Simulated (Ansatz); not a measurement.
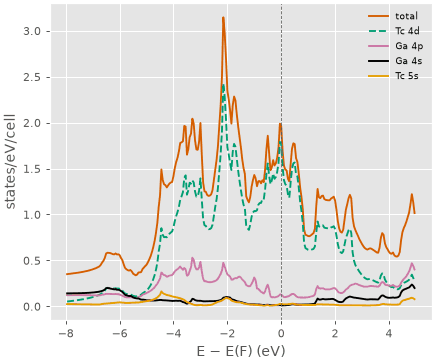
Fig. 1. Total and projected density of states of GaTc in space group P-6m2 (No. 187; Ga on 1f, Tc on 1c), r²SCAN in the plane-wave PAW code Ansatz

Which orbitals carry the states next to the Fermi level?

Within 0.5 eV of the Fermi level: Tc 4d 89 %, Ga 4p 7 %. Projections are on Löwdin-orthogonalised atomic valence shells; empty p or d shells of many metals are not among them.

Where is the tallest occupied peak in this window, and what makes it?

Near -2.1 eV, about 3.1 states/eV per cell; the largest projected share is Tc 4d.

The workflow started from a Materials Project entry (that database holds measured and hypothetical structures alike); the Crystallography Open Database copy checked does not list it. With Ga and Tc taken as one species the cell has the higher symmetry P6_3/mmc, so it may be an ordered model of a mixed-site phase. Whether it is the stable phase at ambient conditions was not checked. Symmetry was held in the r²SCAN relaxation; its stability against distortions is not shown here. No spin polarisation was allowed. Scalar-relativistic: spin–orbit coupling is off unless named, which matters more the heavier the elements.

Potentials: the later of the program's two PAW sets.
